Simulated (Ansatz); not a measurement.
**Energy against volume for PtS2 (CdI2 type)**

PtS2 (CdI2 type)

```
PtS2
1.0
    3.58361     0.00000     0.00000
   -1.79180     3.10349     0.00000
    0.00000     0.00000     4.65640
Pt S
1 2
Direct
  0.00000   0.00000   0.00000
  0.66667   0.33333   0.25900
  0.33333   0.66667   0.74100
```

E(V) scan at fixed shape, V₀ the volume above. The atoms relax within the cell's symmetry.

Computed with PBE-D3(BJ) (plane waves to 420 eV, PAW, scalar-relativistic; Ansatz, an electronic-structure program). k mesh 15×15×10 (Γ-centred), Fermi-Dirac smearing 0.05 eV. Energies are smeared free energies. With the shape held, the modulus is that of even scaling; a crystal free to change shape is softer. At this level the bands of PtS2 touch or barely overlap; measurements give the solid a gap. PtS2 is run without spin polarisation. PtS2 was relaxed with its symmetry unable to fall. Spin-orbit coupling is left out, though Pt is heavy. The zero of ΔE is the relaxed starting cell.

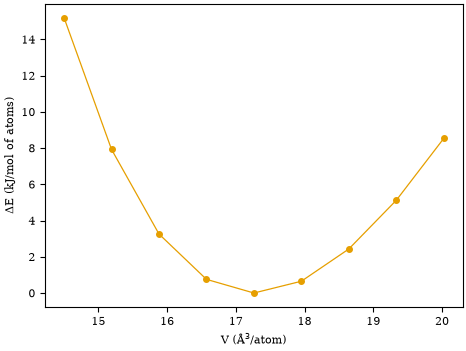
Fig. 1. ΔE (kJ/mol of atoms) against V (Å³/atom); computed points joined by lines.

The pressure for 5 % compression (fit) is 4.8 GPa. The bulk modulus at fixed cell shape B₀ (third-order Birch-Murnaghan fit) is 83.6 GPa, the pressure at the smallest volume comes out as 20.8 GPa and the energy cost of the largest expansion is 88 meV/atom. The energy cost of the largest compression comes out as 157 meV/atom.

P = (3B₀/2)(x⁷ − x⁵)[1 + ¾(B₀′ − 4)(x² − 1)] with x = (1/0.95)^(1/3), B₀ = 83.6 GPa and B₀′ = 4.28.

(Under strain, the slope of the energy per volume gives the stress and its curvature an elastic modulus.)
